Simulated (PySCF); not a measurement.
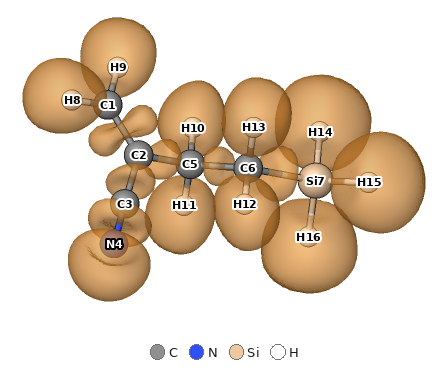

*C5H9NSi (SMILES C=C(C#N)CC[SiH3]). Isosurface of the ELF at 0.8 (orange), seen at a tilt. Core shells and regions of very low density are left out.*

Geometry: GFN2-xTB.

Method: B3LYP/def2-SVPD, SCF density, gas phase in PySCF.

```xyz
16

C    -2.2762    1.2944   -0.1918
C    -1.5367    0.2043   -0.3834
C    -2.1267   -1.0798   -0.2836
N    -2.5870   -2.1272   -0.2098
C    -0.0603    0.2112   -0.6656
C     0.7169   -0.3273    0.5386
Si    2.5972   -0.3620    0.2427
H    -3.3271    1.2355    0.0370
H    -1.8454    2.2792   -0.2622
H     0.2578    1.2310   -0.8903
H     0.1453   -0.4126   -1.5397
H     0.3594   -1.3335    0.7693
H     0.4853    0.2899    1.4099
H     3.0502    0.9981   -0.0593
H     3.2556   -0.8573    1.4498
H     2.8842   -1.2350   -0.8959
```

> Identify the bonds, lone pairs and shells in this picture.

The surface consists of four regions between bonded C–C atoms (shared pairs), one region between bonded C–N atoms (shared pairs), one region between bonded C–Si atoms (shared pairs), nine regions around hydrogen nuclei and one lobe on N, pointing away from the bonds (lone pairs). Profiles from the grid: C–N (1.15 Å): the ELF peaks at about 0.90 between the atoms (a multiple bond). C–C (1.33 Å): the ELF peaks at about 0.95 between the atoms: a short, multiple covalent bond.
